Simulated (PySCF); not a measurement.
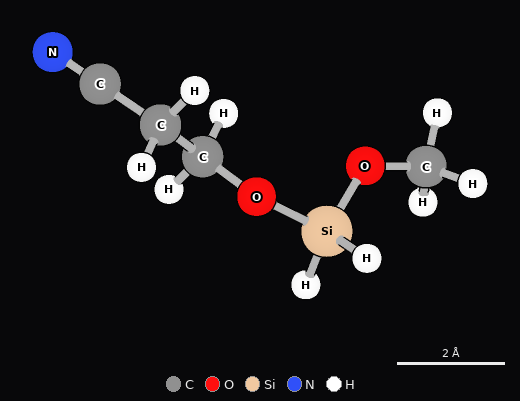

Starting structure of C₄H₉NO₂Si. The picture is a ball-and-stick view, seen at a tilt.

The start comes from GFN2-xTB. Its atoms were then displaced at random by about 0.01 Å.

Method: PBE0-D3(BJ)/def2-SVP geometry optimisation, gas phase (PySCF 2.14.0, density-fitted response routines).

```xyz
17

C    -3.1528   -0.3787    0.8310
O    -1.8607   -0.0833    0.4591
Si   -1.2655    0.1896   -1.0263
O     0.3565    0.5229   -0.8231
C     1.3045   -0.2279   -0.1754
C     2.5548    0.6581   -0.0127
C     3.6382   -0.0774    0.6167
N     4.4885   -0.6585    1.1084
H    -3.5316   -1.2603    0.3628
H    -3.2061   -0.4837    1.9196
H    -3.8410    0.4674    0.5509
H    -1.4651   -0.9877   -1.8500
H    -1.7190    1.4481   -1.6300
H     1.5322   -1.1131   -0.7459
H     0.9467   -0.5539    0.8205
H     2.8849    1.0087   -0.9890
H     2.3191    1.5415    0.5936
```

> Where does the relaxation end?

The atom that moves furthest after the best rigid fit is H10 (1.17 Å). Largest moves by element: H 1.17 Å, O 0.95 Å, N 0.63 Å, C 0.46 Å, Si 0.43 Å. Among the contacts that change: Si3–H12 1.451 → 1.497 Å, C1–H9 1.068 → 1.106 Å, C5–H14 1.077 → 1.107 Å, O2–Si3 1.623 → 1.652 Å. Bond angles that change, for instance: O2–Si3–O4 106.2° → 112.9°, O2–Si3–H13 114.0° → 108.0°, O4–Si3–H13 100.3° → 105.0°. Groups turn about O2–Si3 by about 90°, C1–O2 by about 85°. The energy falls by 4.73 kcal/mol in 35 geometry steps. Cost: 6.7 min on 1 thread of Arm Neoverse V1, with other jobs on the host.

Final geometry:

```xyz
17

C    -2.7053   -0.4857    0.8639
O    -2.3721    0.5741    0.0109
Si   -1.3437    0.5223   -1.2807
O     0.2443    0.7852   -0.8538
C     1.0233   -0.0617   -0.0619
C     2.4319    0.5211   -0.0029
C     3.3400   -0.2911    0.7926
N     4.0370   -0.9573    1.4324
H    -2.6381   -1.4681    0.3603
H    -2.0472   -0.5085    1.7501
H    -3.7403   -0.3558    1.2160
H    -1.4524   -0.8313   -1.9116
H    -1.6883    1.6404   -2.1837
H     1.0631   -1.0857   -0.4794
H     0.6185   -0.1407    0.9638
H     2.8274    0.6175   -1.0264
H     2.3854    1.5369    0.4204
```

The end point in the same view:

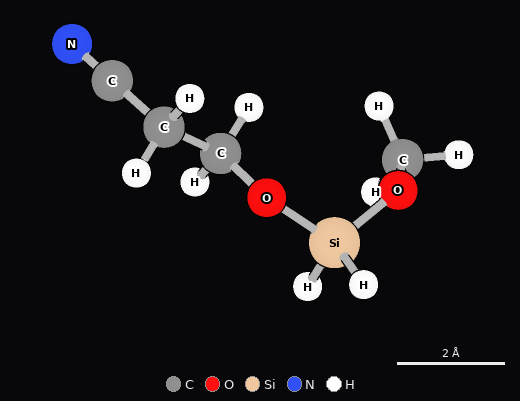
